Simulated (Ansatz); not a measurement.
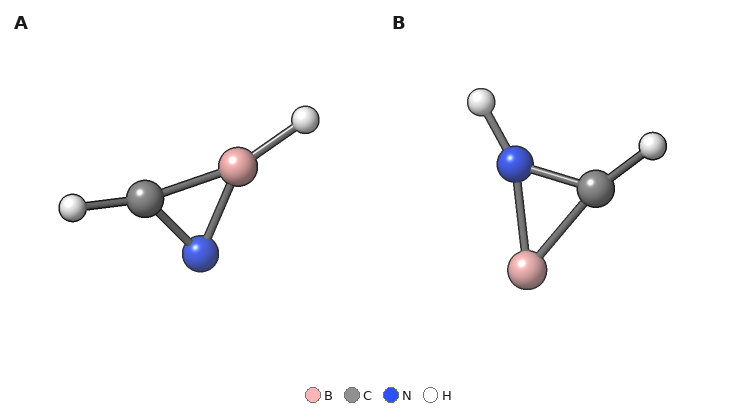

2 stationary structures of one formula. Geometries: PBE-D4/def2-SVP. Electronic energies: PBE-D4/def2-SVP (Ansatz 0.2.0), without zero-point energy. No frequency run is at hand to confirm each as a minimum.

Question: Which is lowest in energy, and by how much?

Answer: A is lowest (Cs); B lies 61.3 kcal/mol above it (Cs).
